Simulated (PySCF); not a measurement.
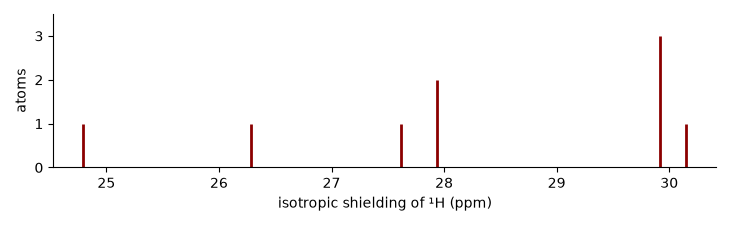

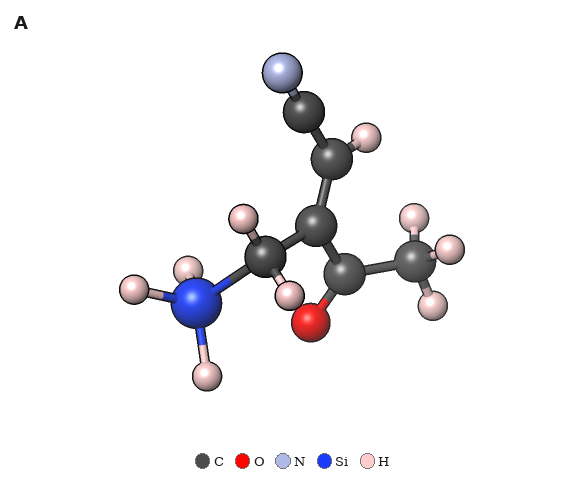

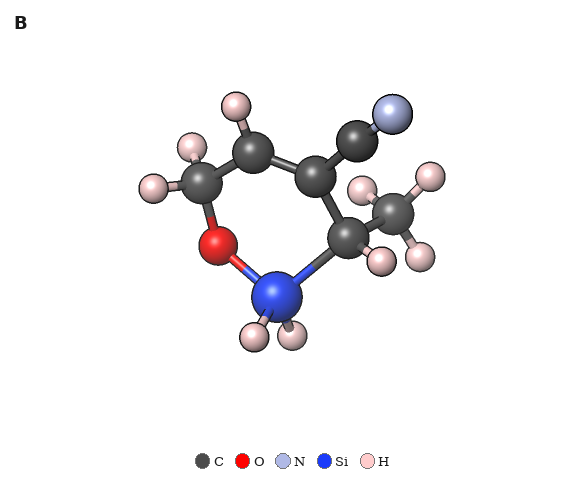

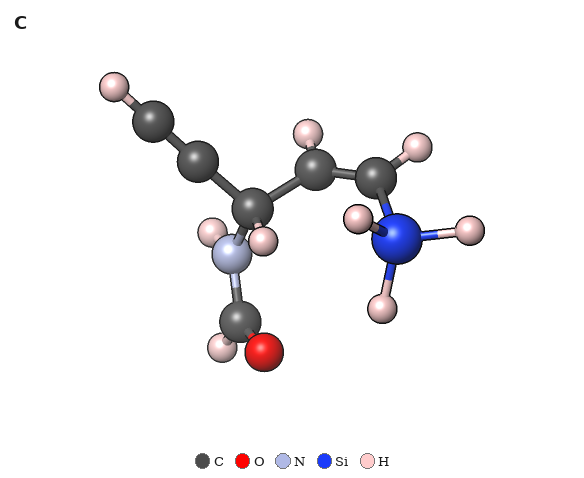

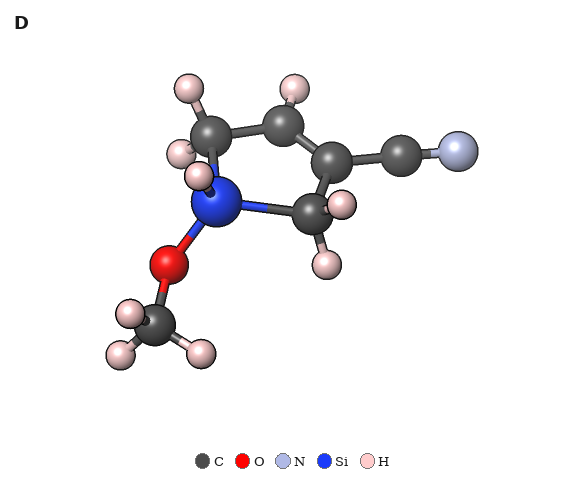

The sticks are computed shieldings of one of the molecules, for one fixed geometry (GFN2-xTB) without averaging over rotations. Low shielding means a high chemical shift. Method: GIAO PBE0/pcSseg-1 NMR shielding, non-relativistic, gas phase (PySCF 2.14.0).

### Match the spectrum to a structure.

D, `CO[Si@@H]1CC=C(C#N)C1`. Its 9 H atoms give lines at 24.80, 26.28, 27.62, 27.94 (2 atoms), 29.92 (3 atoms), 30.15 ppm.

The geometry is semi-empirical. Around Si such bond lengths and angles can be off by a tenth of an ångström or more and by several degrees, and values that hang on the shape move with them.
